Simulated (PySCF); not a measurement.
Geometry relaxation of GeNH6O2 (charge +1)

System: GeNH6O2, charge +1, SMILES [NH3+][GeH]([OH])[OH].
Method: PBE0-D3(BJ)/def2-SVPD geometry optimisation, gas phase (PySCF 2.14.0).

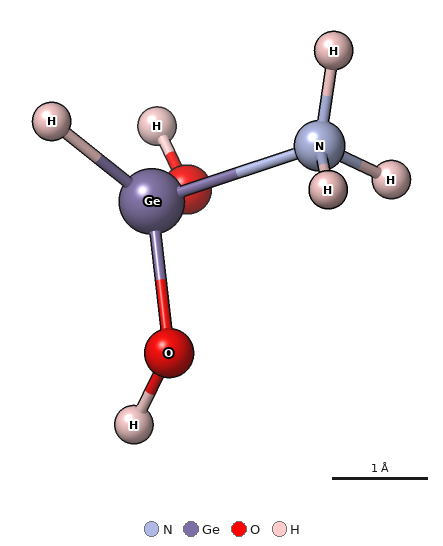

**Figure 1.** The structure as given in the input (ball-and-stick view, seen at a tilt). Sticks mark near contacts.

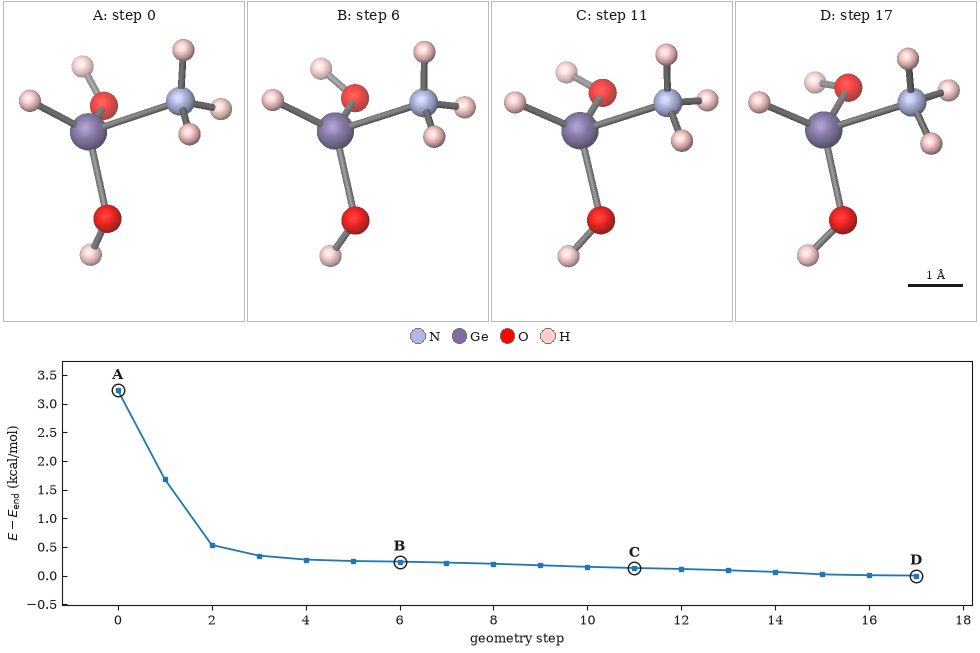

**Figure 2.** Frames of the relaxation (ball-and-stick view, seen at a tilt) above the curves, on which the letters mark them (steps are counted from 0).

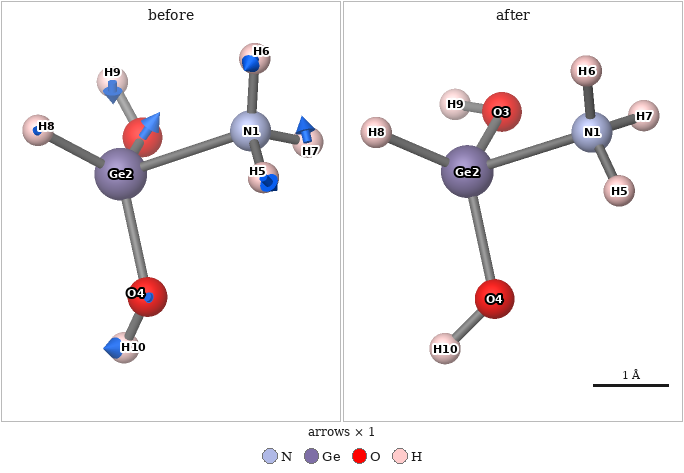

**Figure 3.** Before (left) and after (right) the relaxation, at one scale (ball-and-stick view, seen at a tilt). The blue arrows give the displacements, at true length. The energy falls by 3.23 kcal/mol in 17 geometry steps. The largest force component goes from 1.4 to 0.012 eV/Å. The atom that moves furthest after the best rigid fit is O3 (0.43 Å). By element the largest moves are O 0.43 Å, H 0.41 Å, Ge 0.07 Å, N 0.03 Å. Among the contacts that change: N1–Ge2 2.055 → 1.971 Å, Ge2–O3 1.693 → 1.743 Å, Ge2–H8 1.489 → 1.522 Å, O3–H9 0.958 → 0.963 Å. Among the angles that change: N1–Ge2–O3 101.8° → 92.9°, O3–Ge2–O4 109.9° → 115.9°, Ge2–O3–H9 126.9° → 121.1°. (Atoms are counted from 1 in the order of the input.)

The input and output of the run follow.

**Input file**
```
{"job": {"xc": "PBE0", "basis": "def2-SVPD", "d3": "d3bj", "grid": 2, "kind": "geom"}, "charge": 1, "multiplicity": 1}
N      0.569628     0.936900     0.844323
Ge    -0.118044    -0.730168    -0.140308
O     -1.722647    -0.300786    -0.467505
O      0.844583    -0.430307    -1.492176
H      1.575394     1.028097     0.678907
H      0.404034     0.990079     1.851235
H      0.119878     1.746523     0.405097
H      0.217404    -1.881708     0.742085
H     -2.507745    -0.645973    -0.041699
H      0.617514    -0.712658    -2.379960
```

The first line tells a small driver script what to run in PySCF; the rest is the geometry in Å.

Launched with:
```bash
OMP_NUM_THREADS=1 python <driver script> task.json out
```

**Log**
```
step   0  E = -2284.74979341  max force = 0.026938
step   1  E = -2284.75226787  max force = 0.022039
step   2  E = -2284.75409493  max force = 0.005919
step   3  E = -2284.75439088  max force = 0.001600
step   4  E = -2284.75450195  max force = 0.002072
step   5  E = -2284.75454185  max force = 0.000704
step   6  E = -2284.75455887  max force = 0.000460
step   7  E = -2284.75458473  max force = 0.000650
step   8  E = -2284.75461782  max force = 0.001149
step   9  E = -2284.75466122  max force = 0.001281
step  10  E = -2284.75470388  max force = 0.000889
step  11  E = -2284.75473535  max force = 0.000547
step  12  E = -2284.75476193  max force = 0.000568
step  13  E = -2284.75479948  max force = 0.000936
step  14  E = -2284.75484461  max force = 0.001069
step  15  E = -2284.75491324  max force = 0.000861
step  16  E = -2284.75493713  max force = 0.000433
step  17  E = -2284.75494607  max force = 0.000226
optimisation converged
```

**Trajectory as extended XYZ (Å, eV, eV/Å), 10 of the 18 frames kept, from step=0 to step=17**
```
10
Properties=species:S:1:pos:R:3:forces:R:3 step=0 energy=-62171.20859
N     0.5696    0.9369    0.8443   -0.1680  -0.4316  -0.4110
Ge   -0.1180   -0.7302   -0.1403    0.2945   0.2234   1.3852
O    -1.7227   -0.3008   -0.4675   -1.1281   0.5509  -0.4157
O     0.8446   -0.4303   -1.4922    1.1050   0.4225  -1.0448
H     1.5754    1.0281    0.6789    0.0425   0.0292   0.0176
H     0.4040    0.9901    1.8512   -0.0313  -0.0411   0.0015
H     0.1199    1.7465    0.4051    0.0090   0.0043   0.0537
H     0.2174   -1.8817    0.7421    0.1022  -0.4726   0.4003
H    -2.5078   -0.6460   -0.0417   -0.1283  -0.1984   0.1846
H     0.6175   -0.7127   -2.3800   -0.0975  -0.0866  -0.1715
10
Properties=species:S:1:pos:R:3:forces:R:3 step=2 energy=-62171.32564
N     0.4282    1.1064    0.6435    0.0096  -0.0084  -0.0053
Ge   -0.0330   -0.7074   -0.0183   -0.0538   0.1611  -0.2395
O    -1.7289   -0.4038   -0.3264    0.2585  -0.0323   0.0186
O     1.0074   -0.4944   -1.4113   -0.3044  -0.0516   0.1897
H     1.4128    1.3309    0.4654   -0.0189  -0.0315  -0.0046
H     0.2257    1.3011    1.6277   -0.0024  -0.0377  -0.0164
H    -0.1347    1.7572    0.0831    0.0221   0.0125   0.0402
H     0.3333   -1.7758    0.9979    0.0260   0.0161   0.0703
H    -2.3888   -0.9981    0.0505    0.0068  -0.0213  -0.0385
H     0.8647   -1.0481   -2.1878    0.0563  -0.0070  -0.0146
10
Properties=species:S:1:pos:R:3:forces:R:3 step=4 energy=-62171.33671
N     0.4331    1.1093    0.6489   -0.0278  -0.0035  -0.0356
Ge   -0.0419   -0.6938   -0.0233    0.0371  -0.0347   0.1066
O    -1.7272   -0.4148   -0.3440   -0.0711   0.0111   0.0043
O     0.9694   -0.4932   -1.4211    0.0121   0.0054  -0.0986
H     1.4193    1.3186    0.4656    0.0120  -0.0011  -0.0008
H     0.2433    1.2820    1.6390    0.0062  -0.0133   0.0124
H    -0.1235    1.7821    0.1103    0.0082   0.0246   0.0135
H     0.3442   -1.7289    1.0236   -0.0036   0.0051   0.0082
H    -2.3863   -1.0233    0.0106   -0.0035   0.0030  -0.0204
H     0.8562   -1.0700   -2.1852    0.0304   0.0034   0.0104
10
Properties=species:S:1:pos:R:3:forces:R:3 step=6 energy=-62171.33826
N     0.4335    1.1095    0.6473   -0.0014   0.0108  -0.0051
Ge   -0.0483   -0.6905   -0.0248   -0.0019  -0.0161   0.0029
O    -1.7370   -0.4140   -0.3412    0.0123   0.0237   0.0084
O     0.9599   -0.4891   -1.4280   -0.0076   0.0224  -0.0004
H     1.4205    1.3116    0.4576   -0.0021  -0.0005  -0.0022
H     0.2574    1.2680    1.6426    0.0047   0.0016  -0.0001
H    -0.1205    1.7980    0.1260   -0.0041  -0.0044   0.0038
H     0.3450   -1.7149    1.0304   -0.0085  -0.0076  -0.0080
H    -2.3971   -1.0299   -0.0022    0.0038  -0.0111  -0.0055
H     0.8735   -1.0810   -2.1833    0.0049  -0.0188   0.0063
10
Properties=species:S:1:pos:R:3:forces:R:3 step=8 energy=-62171.33987
N     0.4345    1.1100    0.6469    0.0328  -0.0167   0.0483
Ge   -0.0597   -0.6849   -0.0275    0.0150   0.0344  -0.0591
O    -1.7487   -0.3891   -0.3247    0.0156   0.0094   0.0171
O     0.9450   -0.4766   -1.4349   -0.0208  -0.0032   0.0302
H     1.4169    1.3094    0.4316   -0.0118   0.0074  -0.0100
H     0.2922    1.2497    1.6506   -0.0021   0.0136  -0.0088
H    -0.1314    1.8120    0.1580   -0.0210  -0.0231  -0.0154
H     0.3328   -1.7212    1.0158   -0.0079  -0.0114   0.0024
H    -2.4064   -1.0308   -0.0321   -0.0027  -0.0030  -0.0062
H     0.9114   -1.1107   -2.1594    0.0029  -0.0075   0.0014
10
Properties=species:S:1:pos:R:3:forces:R:3 step=9 energy=-62171.34105
N     0.4355    1.1077    0.6492    0.0350  -0.0228   0.0545
Ge   -0.0664   -0.6814   -0.0298    0.0253   0.0402  -0.0659
O    -1.7548   -0.3618   -0.3062    0.0082  -0.0006   0.0206
O     0.9350   -0.4676   -1.4399   -0.0203  -0.0242   0.0341
H     1.4103    1.3139    0.4071   -0.0122   0.0113  -0.0102
H     0.3215    1.2372    1.6579   -0.0040   0.0126  -0.0081
H    -0.1491    1.8106    0.1841   -0.0227  -0.0211  -0.0175
H     0.3204   -1.7354    0.9978   -0.0053  -0.0055   0.0075
H    -2.4130   -1.0220   -0.0596   -0.0058   0.0049  -0.0109
H     0.9473   -1.1334   -2.1361    0.0018   0.0053  -0.0041
10
Properties=species:S:1:pos:R:3:forces:R:3 step=11 energy=-62171.34307
N     0.4359    1.0986    0.6593   -0.0063   0.0015  -0.0028
Ge   -0.0704   -0.6796   -0.0338    0.0147  -0.0013  -0.0117
O    -1.7545   -0.3030   -0.2656   -0.0099  -0.0030   0.0215
O     0.9229   -0.4618   -1.4483    0.0111  -0.0281   0.0107
H     1.3869    1.3383    0.3615   -0.0004   0.0060   0.0008
H     0.3740    1.2141    1.6739    0.0033  -0.0055   0.0022
H    -0.2005    1.7841    0.2369   -0.0039   0.0007   0.0030
H     0.2987   -1.7705    0.9621    0.0018   0.0100   0.0085
H    -2.4246   -0.9822   -0.1273   -0.0023   0.0058  -0.0213
H     1.0185   -1.1700   -2.0943   -0.0082   0.0139  -0.0110
10
Properties=species:S:1:pos:R:3:forces:R:3 step=13 energy=-62171.34481
N     0.4317    1.0852    0.6756   -0.0481   0.0317  -0.0328
Ge   -0.0691   -0.6828   -0.0363   -0.0191  -0.0366   0.0436
O    -1.7454   -0.2387   -0.2090   -0.0157   0.0045   0.0149
O     0.9105   -0.4722   -1.4593    0.0451   0.0087  -0.0288
H     1.3407    1.3818    0.3071    0.0117  -0.0079   0.0067
H     0.4465    1.1714    1.6946    0.0178  -0.0134   0.0093
H    -0.2759    1.7428    0.3269    0.0173   0.0179   0.0194
H     0.2846   -1.8022    0.9336    0.0063   0.0167   0.0024
H    -2.4358   -0.9087   -0.2584    0.0094  -0.0128  -0.0266
H     1.0989   -1.2088   -2.0505   -0.0246  -0.0087  -0.0082
10
Properties=species:S:1:pos:R:3:forces:R:3 step=15 energy=-62171.34791
N     0.4274    1.0850    0.6917   -0.0193   0.0045  -0.0206
Ge   -0.0652   -0.6814   -0.0315   -0.0431  -0.0208   0.0262
O    -1.7414   -0.2311   -0.1946    0.0001   0.0184   0.0154
O     0.9076   -0.4897   -1.4618    0.0443   0.0347  -0.0142
H     1.3147    1.4077    0.2929    0.0030  -0.0078  -0.0083
H     0.4918    1.1413    1.7111    0.0073  -0.0023   0.0006
H    -0.3070    1.7387    0.3958    0.0106   0.0086   0.0102
H     0.2954   -1.7872    0.9507    0.0008  -0.0013  -0.0029
H    -2.4239   -0.8847   -0.3799    0.0102  -0.0203  -0.0088
H     1.0873   -1.2308   -2.0501   -0.0139  -0.0136   0.0024
10
Properties=species:S:1:pos:R:3:forces:R:3 step=17 energy=-62171.34880
N     0.4272    1.0869    0.6925    0.0056  -0.0050   0.0116
Ge   -0.0703   -0.6795   -0.0266   -0.0033   0.0099  -0.0097
O    -1.7485   -0.2369   -0.1905    0.0052  -0.0021  -0.0021
O     0.9119   -0.4875   -1.4534    0.0039  -0.0016   0.0109
H     1.3104    1.4041    0.2797   -0.0039  -0.0028  -0.0094
H     0.5119    1.1378    1.7110    0.0024   0.0049  -0.0024
H    -0.3062    1.7485    0.4134   -0.0040  -0.0029  -0.0006
H     0.2938   -1.7824    0.9575   -0.0014  -0.0030   0.0002
H    -2.4167   -0.8945   -0.4117   -0.0021  -0.0001   0.0032
H     1.0734   -1.2285   -2.0475   -0.0024   0.0028  -0.0017
```

**Results in brief**

- outcome: converged
- total energy: −2284.754946 hartree
- point group: C1
- hardware: 1 CPU thread, shared host
- wall time: 2.7 min
- peak memory: 0.7 GiB
